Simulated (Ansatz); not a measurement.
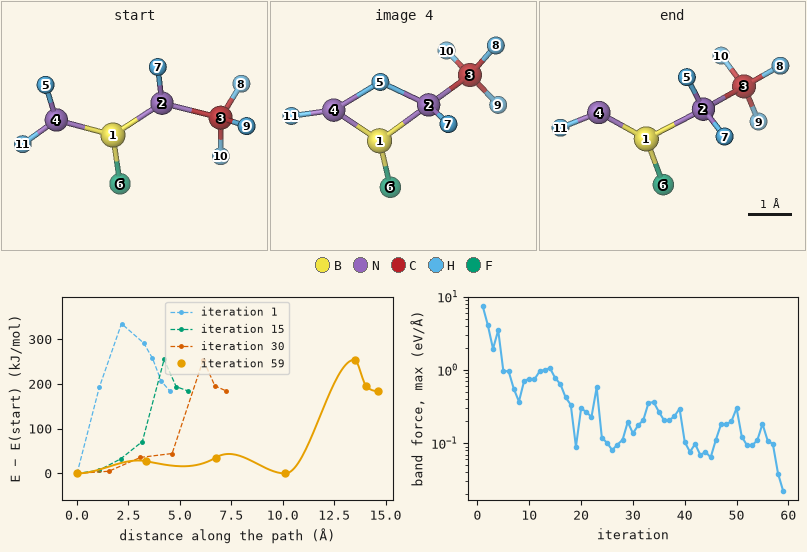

NEB run on CH6BFN2. Images are numbered from 0 (start) to 6 (end). The plot follows the band through its iterations. The picture is a ball-and-stick view, seen at a tilt.

These are results of RKS B3LYP/def2-mTZVP (Ansatz), not measurements. Set-up: 5 movable images; climbing image; force threshold 0.03 eV/Å; iteration limit 60; starting path through a guess of the saddle point.

### Judge this run.

The run is converged, with reservations. The band converged in 59 iterations. The largest component of the band force went from 7.5 to 0.022 eV/Å. The climbing image converged on the top of the path. Its vibrational analysis gives one imaginary mode (1719i cm⁻¹), as a transition state must have. The first iteration put the highest image at 335.1 kJ/mol. The energy climbs by 254.4 kJ/mol to image 4 and then falls by 70.1 kJ/mol, so the end point sits at +184.3 kJ/mol. The profile has 2 maxima (images 2, 4) with a dip at image 3 (−0.2 kJ/mol), so the process runs in steps.
